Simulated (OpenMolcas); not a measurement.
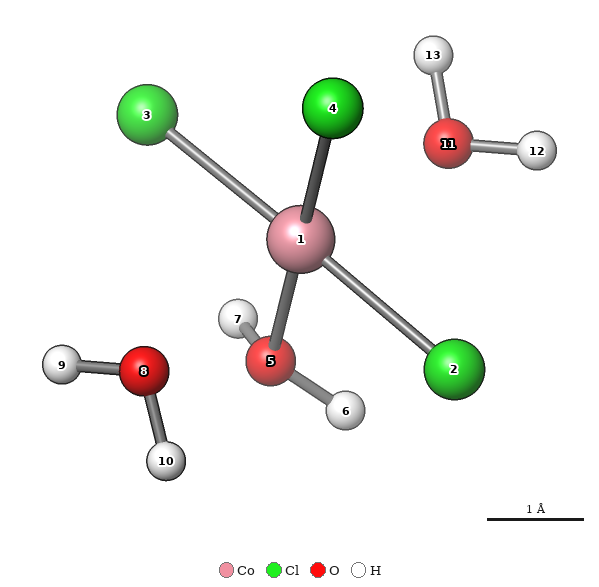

*The structure as given in the input (ball-and-stick view, seen at a tilt; atoms are numbered from 1 in the order of the input). Sticks mark near contacts.*

Bond lengths as drawn: Cl–Co 2.21 to 2.24 Å, Co–O 2.06 Å and H–O 0.96 to 0.97 Å.

Single-point calculation of CoH6Cl3O3 (charge −1) (part 1 of 2)

- system: CoH6Cl3O3, charge −1, multiplicity 2
- method: NEVPT2/ANO-RCC-VDZ, DKH2 (OpenMolcas 26.06)

The geometry comes from this level: GFN2-xTB.

The program's output:
```
--- Start Module: gateway ---

                                              &GATEWAY

                       available to each process: 1.9 GB of memory, 1 thread

++    Symmetry information:
      ---------------------

                    Character Table for C1

                             E
                    a        1  x, y, xy, Rz, z, xz, Ry, yz, Rx, I
--

++    Basis set information:
      ----------------------

      Basis set label: CO.ANO-RCC...5S4P2D.

      Electronic valence basis set:
      ------------------
      Associated Effective Charge  27.000000 au
      Associated Actual Charge     27.000000 au
      Nuclear Model: Point charge

      Shell  nPrim  nBasis  Cartesian Spherical Contaminant
         s      21       5        X
         p      15       4        X
         d      10       2                 X

      Basis set label: CL.ANO-RCC...4S3P.

      Electronic valence basis set:
      ------------------
      Associated Effective Charge  17.000000 au
      Associated Actual Charge     17.000000 au
      Nuclear Model: Point charge

      Shell  nPrim  nBasis  Cartesian Spherical Contaminant
         s      17       4        X
         p      12       3        X

      Basis set label: O.ANO-RCC...3S2P.

      Electronic valence basis set:
      ------------------
      Associated Effective Charge   8.000000 au
      Associated Actual Charge      8.000000 au
      Nuclear Model: Point charge

      Shell  nPrim  nBasis  Cartesian Spherical Contaminant
         s      14       3        X
         p       9       2        X

      Basis set label: H.ANO-RCC...2S.

      Electronic valence basis set:
      ------------------
      Associated Effective Charge   1.000000 au
      Associated Actual Charge      1.000000 au
      Nuclear Model: Point charge

      Shell  nPrim  nBasis  Cartesian Spherical Contaminant
         s       8       2        X

      Basis set label: O.ANO-RCC...3S2P.

      Electronic valence basis set:
      ------------------
      Associated Effective Charge   8.000000 au
      Associated Actual Charge      8.000000 au
      Nuclear Model: Point charge

      Shell  nPrim  nBasis  Cartesian Spherical Contaminant
         s      14       3        X
         p       9       2        X

      Basis set label: H.ANO-RCC...2S.

      Electronic valence basis set:
      ------------------
      Associated Effective Charge   1.000000 au
      Associated Actual Charge      1.000000 au
      Nuclear Model: Point charge

      Shell  nPrim  nBasis  Cartesian Spherical Contaminant
         s       8       2        X

      Basis set label: O.ANO-RCC...3S2P.

      Electronic valence basis set:
      ------------------
      Associated Effective Charge   8.000000 au
      Associated Actual Charge      8.000000 au
      Nuclear Model: Point charge

      Shell  nPrim  nBasis  Cartesian Spherical Contaminant
         s      14       3        X
         p       9       2        X

      Basis set label: H.ANO-RCC...2S.

      Electronic valence basis set:
      ------------------
      Associated Effective Charge   1.000000 au
      Associated Actual Charge      1.000000 au
      Nuclear Model: Point charge

      Shell  nPrim  nBasis  Cartesian Spherical Contaminant
         s       8       2        X
--

++    Molecular structure info:
      -------------------------

                    ************************************************
                    **** Cartesian Coordinates / bohr, angstrom ****
                    ************************************************

     Center  Label                x              y              z                     x              y              z
        1      CO1              1.028238       0.096546      -0.006841              0.544120       0.051090      -0.003620
        2      CL2              0.946261       0.040081       4.169567              0.500740       0.021210       2.206440
        3      CL3              0.880820       0.112212      -4.182058              0.466110       0.059380      -2.213050
        4      CL4              5.254780      -0.158378      -0.037889              2.780710      -0.083810      -0.020050
        5      O5              -2.864504       0.358349       0.029461             -1.515830       0.189630       0.015590
        6      H6              -3.644242      -0.351791       1.527692             -1.928450      -0.186160       0.808420
        7      H7              -3.672305      -0.375791      -1.441710             -1.943300      -0.198860      -0.762920
        8      O8               0.705832       4.540369      -0.013965              0.373510       2.402660      -0.007390
        9      H9              -0.075816       5.181100      -1.535289             -0.040120       2.741720      -0.812440
       10      H10             -0.232625       5.227984       1.393881             -0.123100       2.766530       0.737610
       11      O11              0.180261      -4.279285       0.005858              0.095390      -2.264500       0.003100
       12      H12              0.714600      -5.152074       1.514937              0.378150      -2.726360       0.801670
       13      H13              0.778681      -5.239341      -1.423625              0.412060      -2.772540      -0.753350

                    ***************************************
                    *    InterNuclear Distances / bohr    *
                    ***************************************

               1 CO1           2 CL2           3 CL3           4 CL4           5 O5            6 H6
    1 CO1      0.000000
    2 CL2      4.177594        0.000000
    3 CL3      4.177849        8.352194        0.000000
    4 CL4      4.234337        6.025397        6.031491        0.000000
    5 O5       3.901704        5.635930        5.641359        8.135989        0.000000
    6 H6       4.938408        5.310913        7.300188        9.037757        1.832209        0.000000
    7 H7       4.937312        7.279460        5.336535        9.039404        1.831897        2.969632
    8 O8       4.455509        6.149174        6.083765        6.540010        5.498952        6.725555
    9 H9       5.422894        7.747264        5.797772        7.692040        5.786549        7.261433
   10 H10      5.466576        6.000712        7.648659        7.821412        5.701033        6.541478
   11 O11      4.457255        6.048153        6.108574        6.537166        5.547864        5.689289
   12 H12      5.473773        5.836026        7.758614        6.925424        6.736570        6.484009
   13 H13      5.526414        7.693126        6.021504        6.911724        6.835085        7.222234

               7 H7            8 O8            9 H9           10 H10          11 O11          12 H12
    7 H7       0.000000
    8 O8       6.736109        0.000000
    9 H9       6.619858        1.826454        0.000000
   10 H10      7.160605        1.826348        2.933739        0.000000
   11 O11      5.672299        8.835322        9.588513        9.616925        0.000000
   12 H12      7.127382        9.812292       10.802921       10.423890        1.823348        0.000000
   13 H13      6.592854        9.881052       10.456014       10.886964        1.822975        2.940556

              13 H13
   13 H13      0.000000

                    *******************************************
                    *    InterNuclear Distances / angstrom    *
                    *******************************************

               1 CO1           2 CL2           3 CL3           4 CL4           5 O5            6 H6
    1 CO1      0.000000
    2 CL2      2.210688        0.000000
    3 CL3      2.210822        4.419790        0.000000
    4 CL4      2.240715        3.188503        3.191728        0.000000
    5 O5       2.064693        2.982406        2.985278        4.305380        0.000000
    6 H6       2.613293        2.810414        3.863093        4.782575        0.969563        0.000000
    7 H7       2.612713        3.852124        2.823973        4.783447        0.969398        1.571461
    8 O8       2.357754        3.254003        3.219390        3.460824        2.909920        3.559010
    9 H9       2.869672        4.099676        3.068049        4.070453        3.062110        3.842585
   10 H10      2.892787        3.175440        4.047496        4.138913        3.016857        3.461601
   11 O11      2.358678        3.200545        3.232518        3.459319        2.935803        3.010642
   12 H12      2.896596        3.088292        4.105682        3.664777        3.564839        3.431190
   13 H13      2.924452        4.071027        3.186443        3.657527        3.616971        3.821842

               7 H7            8 O8            9 H9           10 H10          11 O11          12 H12
    7 H7       0.000000
    8 O8       3.564595        0.000000
    9 H9       3.503078        0.966518        0.000000
   10 H10      3.789229        0.966462        1.552468        0.000000
   11 O11      3.001652        4.675451        5.074023        5.089057        0.000000
   12 H12      3.771648        5.192441        5.716660        5.516085        0.964874        0.000000
   13 H13      3.488788        5.228828        5.533084        5.761133        0.964677        1.556075

              13 H13
   13 H13      0.000000

                    **************************************
                    *    Valence Bond Angles / degree    *
                    **************************************
                          Atom centers                 Phi
                      6 H6       5 O5       7 H7       108.28
                      5 O5       6 H6       7 H7        35.86
                      5 O5       7 H7       6 H6        35.86
                      9 H9       8 O8      10 H10      106.86
                      8 O8       9 H9      10 H10       36.57
                      8 O8      10 H10      9 H9        36.57
                     12 H12     11 O11     13 H13      107.50
                     11 O11     12 H12     13 H13       36.25
                     11 O11     13 H13     12 H12       36.25
--

            Nuclear Potential Energy            954.66956281 au

--- Stop Module: gateway /rc=_RC_ALL_IS_WELL_ ---
--- Module gateway spent 2 seconds ---

--- Start Module: seward ---

                                              &SEWARD

                       available to each process: 1.9 GB of memory, 1 thread

               SEWARD will generate:
                  Multipole Moment integrals up to order  2
                  Kinetic Energy integrals
                  Nuclear Attraction integrals (point charge)
                  One-Electron Hamiltonian integrals
                  Velocity integrals
                  Relativistic Douglas-Kroll-Hess integrals:
                    - Parametrization         : EXP
                    - DKH order of Hamiltonian: 2
                    - DKH order of Properties : 0
                         - multipole moment operators
                         - electric potential operators
                         - contact operators
                  Orbital angular momentum around (  1.2412   0.0673  -0.0082 )
                  Velocity quadrupole around (  1.2412   0.0673  -0.0082 )
                  Atomic mean-field integrals
                  RI decomposed two-electron repulsion integrals stored Cholesky style
                   - acCD auxiliary basis
                   - CD Threshold:   1.00E-04

                   Integrals are discarded if absolute value <: 1.00E-14
                   Integral cutoff threshold is set to       <: 1.00E-16

            Nuclear Potential Energy            954.66956281 au

      Basis set specifications :
      Symmetry species         a
      Basis functions          105

--- Stop Module: seward /rc=_RC_ALL_IS_WELL_ ---
--- Module seward spent 2 seconds ---

--- Start Module: rasscf ---

                                              &RASSCF

                       available to each process: 1.9 GB of memory, 1 thread

      Header of the ONEINT file:
      --------------------------

      OrdInt status: non-squared

      Cartesian coordinates in angstrom:
      -----------------------------------------------------
      No.  Label        X            Y            Z
      -----------------------------------------------------
       1   CO1        0.54412000   0.05109000  -0.00362000
       2   CL2        0.50074000   0.02121000   2.20644000
       3   CL3        0.46611000   0.05938000  -2.21305000
       4   CL4        2.78071000  -0.08381000  -0.02005000
       5   O5        -1.51583000   0.18963000   0.01559000
       6   H6        -1.92845000  -0.18616000   0.80842000
       7   H7        -1.94330000  -0.19886000  -0.76292000
       8   O8         0.37351000   2.40266000  -0.00739000
       9   H9        -0.04012000   2.74172000  -0.81244000
      10   H10       -0.12310000   2.76653000   0.73761000
      11   O11        0.09539000  -2.26450000   0.00310000
      12   H12        0.37815000  -2.72636000   0.80167000
      13   H13        0.41206000  -2.77254000  -0.75335000
      -----------------------------------------------------
      Nuclear repulsion energy =  954.66956281

++    Wave function specifications:
      -----------------------------

      Number of closed shell electrons         100
      Number of electrons in active shells       9
      Max number of holes in RAS1 space          0
      Max nr of electrons in RAS3 space          0
      Number of inactive orbitals               50
      Number of active orbitals                  7
      Number of secondary orbitals              48
      Spin quantum number                      0.5
      State symmetry                             1
--

++    Orbital specifications:
      -----------------------

      Symmetry species                           1
                                                 a
      Frozen orbitals                            0
      Inactive orbitals                         50
      Active orbitals                            7
      RAS1 orbitals                              0
      RAS2 orbitals                              7
      RAS3 orbitals                              0
      Secondary orbitals                        48
      Deleted orbitals                           0
      Number of basis functions                105
--

++    CI expansion specifications:
      ----------------------------

      Number of CSFs                           490
      Number of determinants                   735
      Number of root(s) required                 1
      Root chosen for geometry opt.              1
      CI root used                               1

      highest root included in the CI            1
      max. size of the explicit Hamiltonian    200
--

++    Optimization specifications:
      ----------------------------

      RASSCF algorithm: LK RI/DF
      Maximum number of macro iterations       200
      Maximum number of SX iterations          100
      Threshold for RASSCF energy            1.000E-08
      Threshold for max MO rotation          1.000E-01
      Threshold for max BLB element          1.000E-04
      Level shift parameter                  5.000E-01
      Make Quasi-Newton update
--

      The MO-coefficients are taken from the file:
      step2.RasOrb
      Title: RASSCF average (pseudo-natural) orbitals

      Total molecular charge   -1.00
```
